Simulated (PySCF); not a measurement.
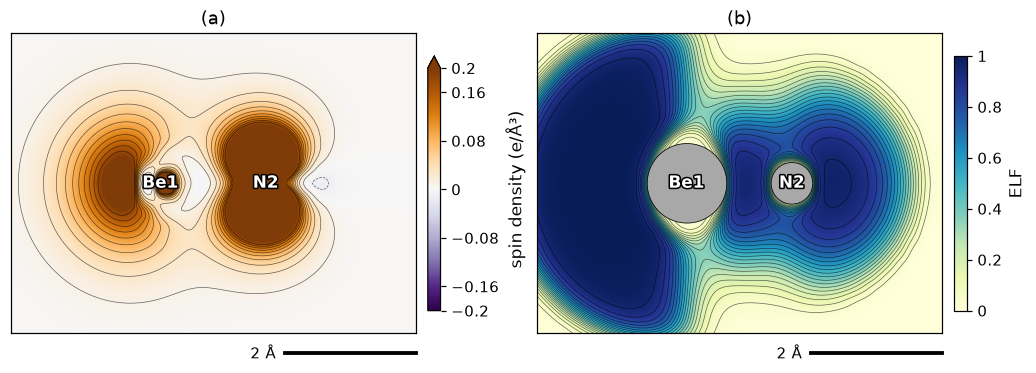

Figure. BeN (quartet). (a) spin density (α minus β); (b) electron localisation function on a plane that holds the molecular axis. Grey discs cover the atomic cores in the ELF map.

Method: PBE0/6-31G(d,p), non-relativistic, at a bond length of 1.609 Å (PySCF).

```xyz
2

Be    0.0000    0.0000   -0.9790
N     0.0000    0.0000    0.6300
```

Q: Read the bonding off the picture.

A: Atoms in the plane: Be and N. Be–N (1.61 Å): the ELF peaks at about 0.95 between the atoms: a shared but strongly polarised pair. The ELF also peaks beside N2, away from the bonds: non-bonding electrons, paired or unpaired. The unpaired spin (3 electrons) lies mostly on N2 (about 1.8) and Be1 (about 1.2), in electrons by Hirshfeld's partition.
